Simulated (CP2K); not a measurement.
# GFN1-xTB run of C3H6F (SMILES C[CH]CF)

What is the energy change on altering one bond length of C3H6F at GFN1-xTB? 

Program for the calculation: CP2K 2026.2.

4 further runs of the same task are left out: 3 that didn't finish, 1 set aside as unsound or not needed.

### 1 The system as given

The species is C3H6F (10 atoms), meant as a doublet with charge 0. SMILES: `C[CH]CF`. The shape is that of a PBE0-D4/def2-TZVP optimisation. This is one conformer, not always the lowest.

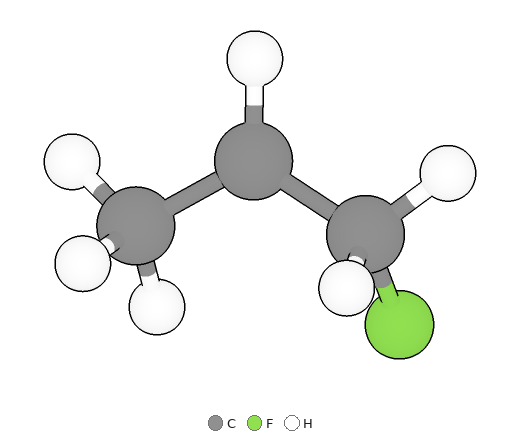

The structure, seen from a chosen angle (carbon grey, fluorine green, hydrogen white).

### 2 The energy at GFN1-xTB

Contents of molecule.xyz:

```xyz
10

C     -0.916700     0.892800     0.090400
C      0.440100     0.386700    -0.213200
C      0.782200    -1.031900    -0.000700
F     -0.130200    -1.870900    -0.642600
H     -1.685400     0.200700    -0.264300
H     -1.070700     1.001600     1.175400
H     -1.095300     1.870400    -0.359400
H      1.237200     1.076300    -0.463800
H      0.744100    -1.307000     1.064500
H      1.777900    -1.269800    -0.383600
```

Contents of gas.inp:

```
&GLOBAL
  PROJECT gas
  RUN_TYPE ENERGY
  PRINT_LEVEL MEDIUM
&END GLOBAL

&FORCE_EVAL
  METHOD QUICKSTEP
  &DFT
    MULTIPLICITY 2
    LSD T
    &QS
      METHOD XTB
      EPS_DEFAULT 1.0E-10
      &XTB
        GFN_TYPE 1
        CHECK_ATOMIC_CHARGES F
      &END XTB
    &END QS
    &POISSON
      PERIODIC NONE
      POISSON_SOLVER ANALYTIC
    &END POISSON
    &SCF
      SCF_GUESS ATOMIC
      EPS_SCF 1.0E-07
      MAX_SCF 40
      &OT
        MINIMIZER DIIS
        PRECONDITIONER FULL_SINGLE_INVERSE
      &END OT
      &OUTER_SCF
        EPS_SCF 1.0E-07
        MAX_SCF 8
      &END OUTER_SCF
    &END SCF
    &PRINT
      &MOMENTS
        PERIODIC F
        REFERENCE COM
        MAX_MOMENT 1
      &END MOMENTS
      &MO_CUBES
        NLUMO 5
        NHOMO -1
        WRITE_CUBE F
      &END MO_CUBES
      &HIRSHFELD OFF
      &END HIRSHFELD
    &END PRINT
  &END DFT
  &SUBSYS
    &CELL
      ABC 13.5 13.7 11.8
      PERIODIC NONE
    &END CELL
    &TOPOLOGY
      COORD_FILE_NAME molecule.xyz
      COORD_FILE_FORMAT XYZ
      &CENTER_COORDINATES
      &END CENTER_COORDINATES
    &END TOPOLOGY
  &END SUBSYS
&END FORCE_EVAL
```

Command:

```sh
$ OMP_NUM_THREADS=1 cp2k.psmp gas.inp > gas.out
```

Standard output:

```text
CP2K| version string:                                       CP2K version 2026.2
[...]
 GLOBAL| Method name                                                        CP2K
[...]
 GLOBAL| Run type                                                         ENERGY
[...]
                             - Atoms:                                         10
[...]
                             - Spherical basis functions:                     28
[...]
 Number of electrons:                                                         13
[...]
     1 OT DIIS     0.80E-01    0.0     0.02861167       -14.6026113431 -1.46E+01
[...]
    18 OT DIIS     0.80E-01    0.0     0.00000010       -14.6442461325 -3.53E-12
  *** SCF run converged in    18 steps ***
[...]
 TB_DIPOLE| Moment [Debye]          0.85739378       1.53699434       1.15103319
 TB_DIPOLE| Derivative [a.u.]       0.00000000       0.00000000       0.00000000
[...]
 ENERGY| Total FORCE_EVAL ( QS ) energy [hartree]            -14.644246132465685
[...]
```

Run time: 0.95 s. Hardware: 1 thread of Arm Neoverse N1, shared host; peak memory 0.15 GiB.

### 3 The distorted shape, same level

Contents of molecule.xyz:

```xyz
10

C     -1.016280     0.916592     0.128694
C      0.340520     0.410492    -0.174906
C      0.682620    -1.008108     0.037594
F     -0.229780    -1.847108    -0.604306
H     -1.784980     0.224492    -0.226006
H     -1.170280     1.025392     1.213694
H     -1.194880     1.894192    -0.321106
H      1.137620     1.100092    -0.425506
H      0.644520    -1.283208     1.102794
H      1.777900    -1.269800    -0.383600
```

Contents of mol.inp:

```
&GLOBAL
  PROJECT mol
  RUN_TYPE ENERGY
  PRINT_LEVEL MEDIUM
&END GLOBAL
&FORCE_EVAL
  METHOD Quickstep
  &DFT
    MULTIPLICITY 2
    UKS T
    &QS
      METHOD XTB
      EPS_DEFAULT 1.0E-10
      &XTB
        GFN_TYPE 1
        CHECK_ATOMIC_CHARGES F
      &END XTB
    &END QS
    &POISSON
      PERIODIC NONE
      POISSON_SOLVER ANALYTIC
    &END POISSON
    &SCF
      SCF_GUESS ATOMIC
      EPS_SCF 1.0E-07
      MAX_SCF 40
      &OT
        MINIMIZER DIIS
        PRECONDITIONER FULL_SINGLE_INVERSE
      &END OT
      &OUTER_SCF
        EPS_SCF 1.0E-07
        MAX_SCF 8
      &END OUTER_SCF
    &END SCF
    &PRINT
      &MOMENTS
        PERIODIC F
        REFERENCE COM
        MAX_MOMENT 1
      &END MOMENTS
      &MO_CUBES
        NLUMO 5
        NHOMO -1
        WRITE_CUBE F
      &END MO_CUBES
      &HIRSHFELD OFF
      &END HIRSHFELD
    &END PRINT
  &END DFT
  &SUBSYS
    &CELL
      ABC 13.6 13.7 11.8
      PERIODIC NONE
    &END CELL
    &TOPOLOGY
      COORD_FILE_NAME molecule.xyz
      COORD_FILE_FORMAT XYZ
      &CENTER_COORDINATES
      &END CENTER_COORDINATES
    &END TOPOLOGY
  &END SUBSYS
&END FORCE_EVAL
```

Command:

```sh
$ OMP_NUM_THREADS=1 cp2k.psmp -i mol.inp -o mol.out
```

Standard output:

```text
CP2K| version string:                                       CP2K version 2026.2
[...]
 GLOBAL| Method name                                                        CP2K
[...]
 GLOBAL| Run type                                                         ENERGY
[...]
                             - Atoms:                                         10
[...]
                             - Spherical basis functions:                     28
[...]
 Number of electrons:                                                         13
[...]
     1 OT DIIS     0.80E-01    0.0     0.02924601       -14.5966055564 -1.46E+01
[...]
    18 OT DIIS     0.80E-01    0.0     0.00000005       -14.6389097321 -5.45E-12
  *** SCF run converged in    18 steps ***
[...]
 TB_DIPOLE| Moment [Debye]          0.79749945       1.55428932       1.15604180
 TB_DIPOLE| Derivative [a.u.]       0.00000000       0.00000000       0.00000000
[...]
 ENERGY| Total FORCE_EVAL ( QS ) energy [hartree]            -14.638909732124791
[...]
```

Wall time 0.91 s (1 thread of Arm Neoverse N1, shared host); peak memory 0.15 GiB.

### 4 Summary of results

Level: GFN1-xTB.

| quantity | value |
| --- | --- |
| first shape: total energy | -14.64425 Eh |
| first shape: dipole moment (from atomic charges alone) | 2.10 D |
| first shape: HOMO energy (highest over α and β) | -9.62 eV |
| first shape: dispersion energy | -6.12 kJ/mol |
| distorted shape: total energy | -14.63891 Eh |
| distorted shape: dipole moment (from atomic charges alone) | 2.09 D |
| distorted shape: HOMO energy (highest over α and β) | -9.63 eV |
| distorted shape: dispersion energy | -6.11 kJ/mol |
| energy change with the C3–H10 bond stretched from 1.093 to 1.202 Å | 0.145 eV |

With the C3–H10 bond stretched from 1.093 to 1.202 Å the energy rises by 0.15 eV (14.0 kJ/mol). The first shape isn't relaxed at this level, so the change isn't measured from a minimum. The dipole (first shape) comes from point charges on the atoms alone, without atomic dipoles, so it is partial. The dipole (distorted shape) comes from point charges on the atoms alone, without atomic dipoles, so it is partial.
